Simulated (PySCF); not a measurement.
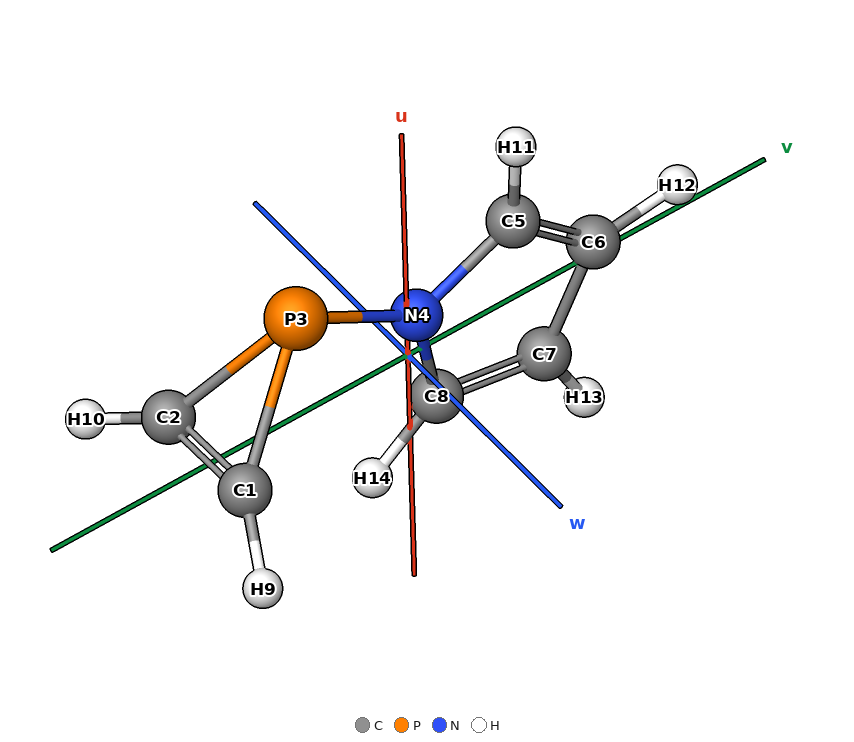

The lines u, v and w are the principal axes of the static dipole polarisability. The computed structure is the end point of a GFN2-xTB optimisation. No frequency run is at hand to confirm it as a minimum. Computed with CAM-B3LYP/def2-SVPD (PySCF 2.14.0).

Along which axis is the molecule most polarisable, and along which least?

Answer. Most along v (nearly parallel to the C7–C8 bond), least along w (nearly parallel to the C1–C2 bond).

Give the three principal values.

Answer. u 91.2, v 121.1, w 69.0 bohr³; mean 93.8, anisotropy 45.3 bohr³.

The geometry is semi-empirical. Around P such bond lengths and angles can be off by a tenth of an ångström or more and by several degrees, and values that hang on the shape move with them.
